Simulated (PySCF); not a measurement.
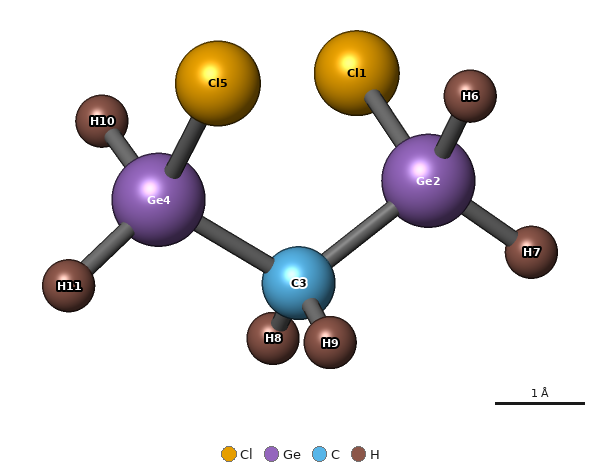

**Figure 1.** The structure (ball-and-stick view, seen at a tilt; atoms are numbered from 1 in the order of the input). Sticks mark near contacts.

**CH6Cl2Ge2: one change and its effect**

System: CH6Cl2Ge2, SMILES [Cl][GeH2][CH2][GeH2][Cl].
Method of run 1: TDDFT B3LYP/def2-SVPD, vertical, gas phase, core orbitals frozen in the response (PySCF 2.14.0).

The geometry comes from this level: PBE0-D3(BJ)/def2-SVP. Text and figures count atoms from 1; the logs count them from 0 in places.

### Input file, run 1
```
{"job": {"kind": "uv", "xc": "B3LYP", "basis": "def2-SVPD", "ip": true}, "charge": 0, "multiplicity": 1}
Cl     1.767775     3.124795    -0.132183
Ge     2.095990     1.257740     0.926568
C      0.608789     0.109150     0.417260
Ge    -1.151134     0.805624     0.873638
Cl    -1.115103     1.209975     3.008806
H      2.127014     1.581356     2.423619
H      3.439706     0.701626     0.428561
H      0.652915    -0.040932    -0.673749
H      0.733647    -0.874447     0.898651
H     -1.470028     2.128791     0.169869
H     -2.247041    -0.248319     0.646145
```

The first line tells a small driver script what to run in PySCF; the rest is the geometry in Å.

Launched with:
```bash
OMP_NUM_THREADS=1 python <driver script> task.json out
```

Hardware: 1 CPU thread, shared host.

### Output (run 1)
```
coarse grid: 47480 points
cycle   1  E = -5115.4137611484  dE = -9.969e-01  |g| = 7.458e-01  |ddm| = 3.865e+00
cycle   2  E = -5115.3489274133  dE =  6.483e-02  |g| = 9.595e-01  |ddm| = 1.727e+00
cycle   3  E = -5115.5052814096  dE = -1.564e-01  |g| = 2.979e-02  |ddm| = 1.029e+00
cycle   4  E = -5115.5054959682  dE = -2.146e-04  |g| = 1.794e-02  |ddm| = 7.174e-02
cycle   5  E = -5115.5055801353  dE = -8.417e-05  |g| = 4.339e-03  |ddm| = 2.377e-02
cycle   6  E = -5115.5055847758  dE = -4.640e-06  |g| = 1.327e-03  |ddm| = 6.152e-03
final grid: 93008 points
cycle   7  E = -5115.5055036680  dE =  6.309e-07  |g| = 2.049e-03  |ddm| = 5.490e-03
cycle   8  E = -5115.5055018795  dE =  1.788e-06  |g| = 3.242e-03  |ddm| = 6.578e-03
cycle   9  E = -5115.5055049167  dE = -3.037e-06  |g| = 1.443e-04  |ddm| = 3.912e-03
cycle  10  E = -5115.5055049224  dE = -5.766e-09  |g| = 2.686e-05  |ddm| = 2.041e-04
cycle  11  E = -5115.5055049226  dE = -1.446e-10  |g| = 3.416e-06  |ddm| = 2.921e-05
converged SCF energy = -5115.5055049226

Static polarisability (au): isotropic 100.233, principal 93.511 96.395 110.793

Singlet excitations
state   eV       nm        f      main configurations
  1   6.6495    186.5   0.00541   H->L 0.49, H->L+1 0.29, H-3->L 0.12
  2   6.6622    186.1   0.00366   H->L+1 0.47, H->L 0.33, H-3->L+1 0.10
  3   6.7014    185.0   0.01319   H-1->L+1 0.36, H-2->L 0.34, H-1->L 0.21
  4   6.7145    184.7   0.01324   H-1->L 0.33, H-2->L+1 0.29, H-1->L+1 0.26
  5   7.0909    174.8   0.02394   H-3->L 0.54, H-3->L+1 0.12, H->L 0.08
  6   7.1202    174.1   0.00764   H-3->L+1 0.68
  7   7.1304    173.9   0.01171   H-2->L 0.43, H-1->L+1 0.18, H-3->L 0.17
  8   7.1571    173.2   0.00449   H-2->L+1 0.56, H-1->L 0.18, H-1->L+1 0.14
  9   7.3905    167.8   0.01246   H->L+2 0.95
 10   7.5194    164.9   0.00244   H-1->L+2 0.95

Triplet excitations (Tamm-Dancoff, eV): 6.2728 6.2903 6.2958 6.3135
Vertical ionisation energy (delta-SCF) = 10.2554 eV
```

For run 2 the input was changed thus:
```diff
-"xc": "B3LYP"
+"xc": "BHandHLYP"
```

Predict how the results change.

The total energies belong to different methods, so their difference says nothing on which is more stable or more accurate. The HOMO goes from −8.37 to −9.78 eV. The LUMO goes from −0.73 to 0.33 eV. The dipole moment goes from 2.96 to 3.07 D. The lowest excitation goes from 6.65 to 7.30 eV. The strongest computed line goes from 7.09 to 8.47 eV. The functional changes from B3LYP to BHandHLYP. The SCF takes 10 iterations against 11.

### Output (run 2)
```
coarse grid: 47480 points
cycle   1  E = -5115.2516255558  dE = -1.029e+00  |g| = 5.585e-01  |ddm| = 3.719e+00
cycle   2  E = -5115.2691484950  dE = -1.752e-02  |g| = 5.419e-01  |ddm| = 1.252e+00
cycle   3  E = -5115.3176773055  dE = -4.853e-02  |g| = 2.162e-02  |ddm| = 5.796e-01
cycle   4  E = -5115.3177989566  dE = -1.217e-04  |g| = 1.198e-02  |ddm| = 6.844e-02
cycle   5  E = -5115.3178372564  dE = -3.830e-05  |g| = 2.132e-03  |ddm| = 1.920e-02
cycle   6  E = -5115.3178383756  dE = -1.119e-06  |g| = 8.718e-04  |ddm| = 3.920e-03
final grid: 93008 points
cycle   7  E = -5115.3177888350  dE = -9.973e-09  |g| = 9.146e-04  |ddm| = 3.005e-03
cycle   8  E = -5115.3177887950  dE =  3.994e-08  |g| = 9.948e-04  |ddm| = 2.179e-03
cycle   9  E = -5115.3177890731  dE = -2.781e-07  |g| = 2.051e-05  |ddm| = 1.126e-03
cycle  10  E = -5115.3177890733  dE = -1.437e-10  |g| = 6.835e-06  |ddm| = 3.841e-05
converged SCF energy = -5115.3177890733

Static polarisability (au): isotropic 96.239, principal 90.182 92.899 105.636

Singlet excitations
state   eV       nm        f      main configurations
  1   7.3031    169.8   0.01227   H->L+1 0.41, H-3->L 0.19, H-1->L 0.12
  2   7.3274    169.2   0.01393   H-1->L+1 0.41, H-2->L 0.30
  3   7.3486    168.7   0.00770   H->L 0.32, H-1->L 0.19, H-2->L+1 0.14
  4   7.3520    168.6   0.00980   H->L+1 0.19, H-3->L+1 0.17, H-2->L+1 0.16
  5   8.1553    152.0   0.13371   H-3->L 0.32, H->L+2 0.23, H->L+1 0.14
  6   8.2590    150.1   0.00311   H-3->L+1 0.41, H->L 0.25, H-4->L 0.08
  7   8.2639    150.0   0.04568   H->L+2 0.60, H->L+1 0.09
  8   8.3230    149.0   0.01592   H-1->L+2 0.44, H-2->L 0.20, H-1->L+1 0.11
  9   8.4124    147.4   0.00213   H-2->L+2 0.36, H-2->L+1 0.19, H-1->L 0.18
 10   8.4662    146.4   0.15990   H->L+3 0.70

Triplet excitations (Tamm-Dancoff, eV): 6.8360 6.8505 6.8931 6.9059
Vertical ionisation energy (delta-SCF) = 10.7109 eV
```

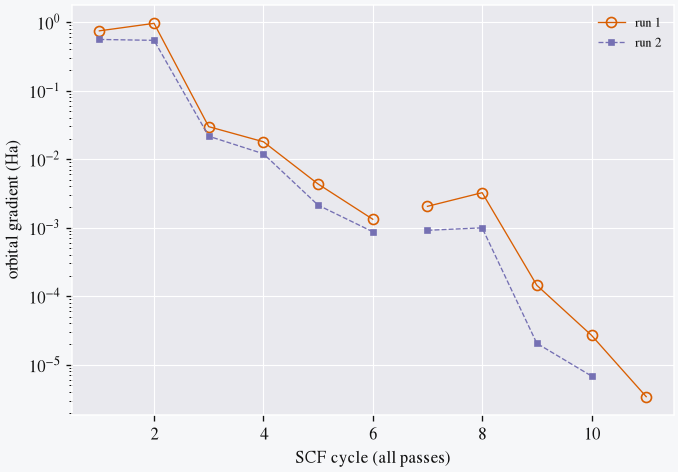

**Figure 2.** Convergence of the two runs: orbital gradient against the SCF cycle. A break in a curve parts two SCF passes (coarse and final grid). Run 1 takes 11 cycles in all, and run 2 takes 10.

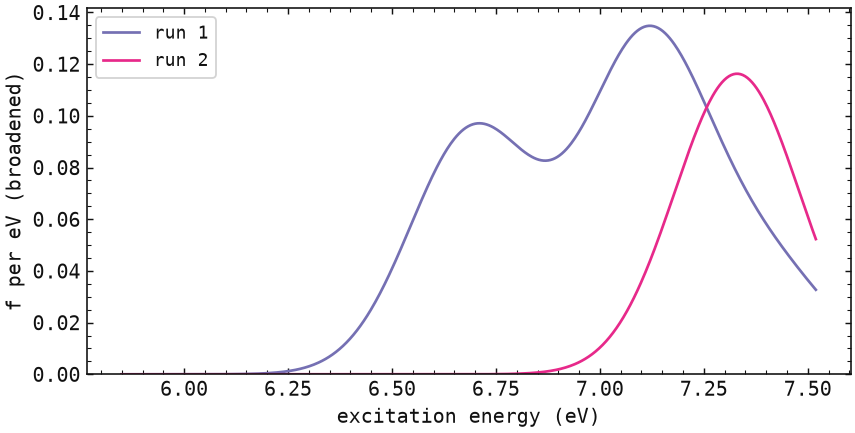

**Figure 3.** Absorption of the two runs from their computed states, each broadened by a Gaussian of 0.35 eV full width; the range ends where the shorter list of states ends.

### The two runs side by side

| quantity | run 1 | run 2 |
| --- | --- | --- |
| outcome | converged | converged |
| total energy (hartree) | −5115.505505 | −5115.317789 |
| HOMO (eV) | −8.37 | −9.78 |
| LUMO (eV) | −0.73 | 0.33 |
| dipole moment (D) | 2.96 | 3.07 |
| lowest excitation (eV) | 6.65 | 7.30 |
| SCF iterations | 11 | 10 |
| strongest computed line (eV) | 7.09 | 8.47 |
| basis functions | 198 | 198 |
| wall time (shared host) | 3 min | 3 min |

For both runs: Spin–orbit coupling is left out, which matters for the heavy atoms.
